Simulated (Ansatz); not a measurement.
Base system: TlBr in the zinc blende structure (space group F-43m, No. 216; a = 7.3122 Å; a hypothetical phase, not in the database extracts checked).

One thing is altered: cell and atoms relaxed at a pressure of 15 GPa.

Calculations: Ansatz (a quantum-chemistry and plane-wave program) PBEsol, scalar-relativistic without spin-orbit coupling.

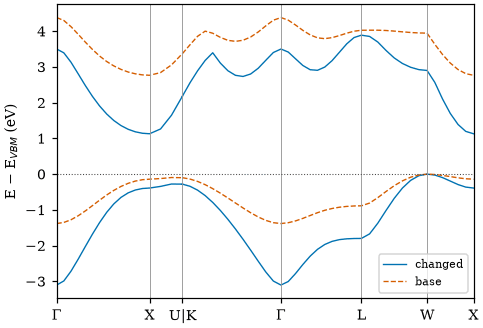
Highest valence and lowest conduction band along the path, each from its own valence-band maximum

The gap is 1.13 eV, indirect, W → X; the base has 2.77 eV.

Spin-orbit coupling, missing from the scalar runs, can matter with Tl. Load acts through the strain it causes; cell and atoms are relaxed under it. Whether these cells are dynamically stable was not tested. No other phases were tried under pressure.
